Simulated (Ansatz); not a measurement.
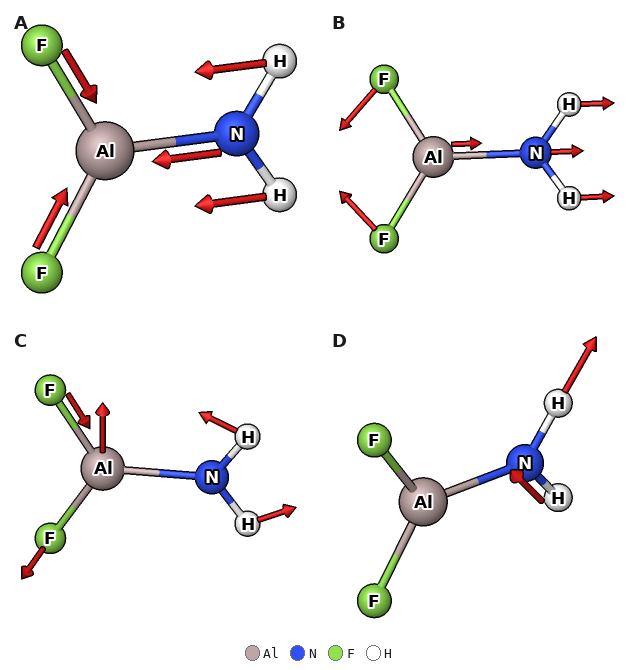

4 normal modes of one molecule or complex, as arrows. Harmonic vibrations computed with RKS PBE0-D4/def2-TZVP (Ansatz 0.2.0) at a stationary point of the same level.

**Match the panels to the wavenumbers 245 cm⁻¹, 688 cm⁻¹, 939 cm⁻¹, 3717 cm⁻¹.**

A: 688 cm⁻¹
B: 245 cm⁻¹, F–Al–F bending
C: 939 cm⁻¹
D: 3717 cm⁻¹, out-of-phase stretching of 2 N–H bonds
